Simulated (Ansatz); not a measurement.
Input

```
crystal:
  periodic: [false, false, false]
  atoms:
    - symbol: C
      position_ang: [1.680978, 0.288307, -0.629078]
    - symbol: C
      position_ang: [-0.565406, 0.749408, 0.314009]
    - symbol: C
      position_ang: [0.386184, 0.536505, -0.823569]
    - symbol: Cl
      position_ang: [2.808315, 0.043004, -1.920044]
    - symbol: F
      position_ang: [-1.598890, -0.134277, 0.223879]
    - symbol: F
      position_ang: [0.046234, 0.559340, 1.513472]
    - symbol: H
      position_ang: [-0.040462, 0.601449, -1.827929]
    - symbol: H
      position_ang: [-1.000146, 1.766514, 0.313418]
    - symbol: H
      position_ang: [2.123721, 0.223060, 0.366392]
basis:
  gaussian: {orbitals: def2-SVPD}
hamiltonian: {xc: pbe0}
output: {forces: true, orbitals: {seedname: orbitals}}
```

Command:

```sh
ansatz run input.yaml --threads 2 --pin off --max-ram 4350MiB --events-out events.jsonl --progress --plain --runs-dir runs
```

Geometry: B3LYP-D3(BJ)/def2-SVP.

All numbers below come from isolated molecule in a Gaussian basis; Kohn-Sham density functional theory, functional PBE0 in Ansatz.

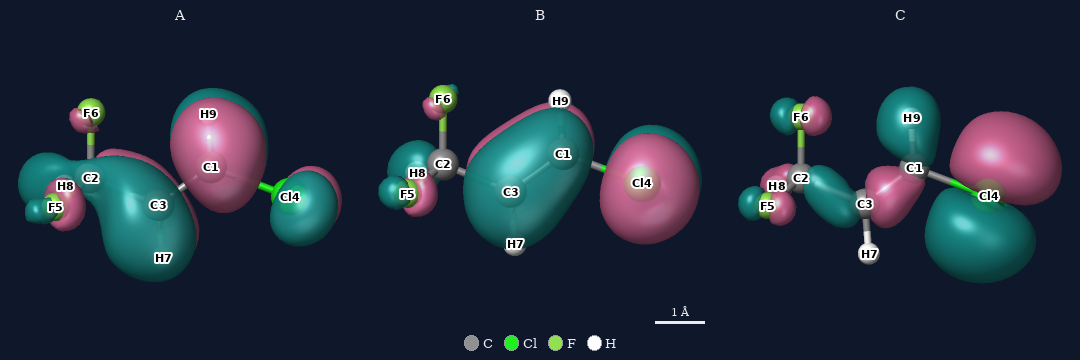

C3H3ClF2. Three frontier orbitals at ±0.08 Å⁻³ᐟ² (teal and pink are the two phases), in no order.

### Order the three orbitals by energy and name them.

C is the HOMO−1 (−9.34 eV). It lies mainly on Cl4 (about 80 %) and C1 (about 5 %); largely a lone pair of Cl4. B is the HOMO (−8.08 eV). By Hirshfeld shares it lies mainly on Cl4 (about 35 %), C3 (about 30 %) and C1 (about 20 %). A is the LUMO (−1.01 eV). Its weight (Hirshfeld) is mainly on C1 (about 35 %), C3 (about 30 %), Cl4 (about 10 %) and C2 (about 5 %); π-antibonding (π*) across C1–C3.

### What is the HOMO–LUMO gap?

7.07 eV between the orbital energies.
